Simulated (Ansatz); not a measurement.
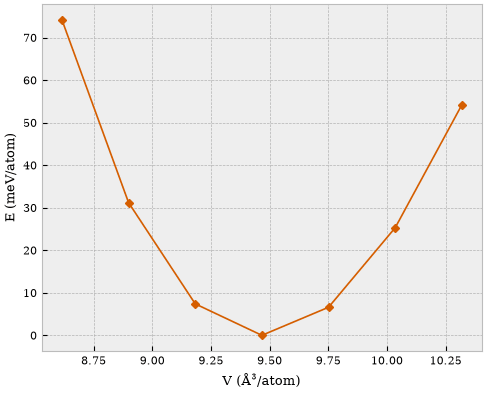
Figure: YSiNO$_{2}$ in space group P4/mmm (No. 123; Y on 1b, Si on 1c, N on 1d, O on 2f) under volume change, the program Ansatz at the r²SCAN level (PAW), shape and atoms relaxed at each volume.

Q: What does a third-order Birch–Murnaghan fit give for V₀, B₀ and B′?

A: V₀ = 9.47 Å³/atom, B₀ = 263 GPa, B′ = 4.2.

The start of the workflow was typed in or built on a structure type; neither database checked (COD, Materials Project) lists it. COD files the formula under space group No. 15, 63. Its standing as an ambient phase is unchecked. The cell was relaxed with r²SCAN under the symmetry of its start; whether a distortion lowers the energy is not shown. The run is not spin-polarised.

Potentials: the later of the program's two PAW sets.
